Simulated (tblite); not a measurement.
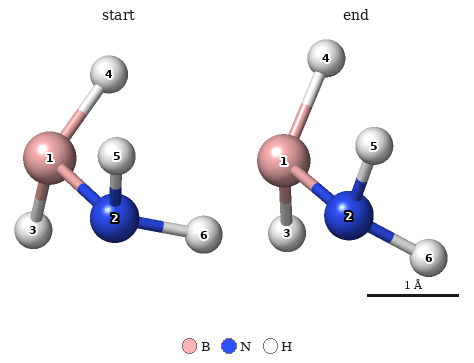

The structure of BNH4 (charge −1, multiplicity 2) before (left) and after (right) a relaxation, at one scale.

Style: ball-and-stick. Shown from a free direction.

These are results of GFN2-xTB geometry optimisation, gas phase in tblite 0.8.0, not measurements. 

> Summarise the run.

The energy falls by 4.26 kcal/mol in 35 geometry steps. The atom that moves furthest after the best rigid fit is H6 (0.31 Å). Largest moves by element: H 0.31 Å, N 0.09 Å, B 0.05 Å. Some distances before and after: B1–H4 1.207 → 1.273 Å, B1–H3 1.192 → 1.250 Å, B1–N2 1.517 → 1.573 Å, N2–H5 1.041 → 1.021 Å. Among the angles between lasting bonds that change: B1–N2–H6 107.8° → 111.5°, H5–N2–H6 107.9° → 104.9°, N2–B1–H4 110.1° → 113.0°. Groups turn about B1–N2 by about 30°. The run took 0.11 s on 1 thread of Arm Neoverse N1, on a shared host.
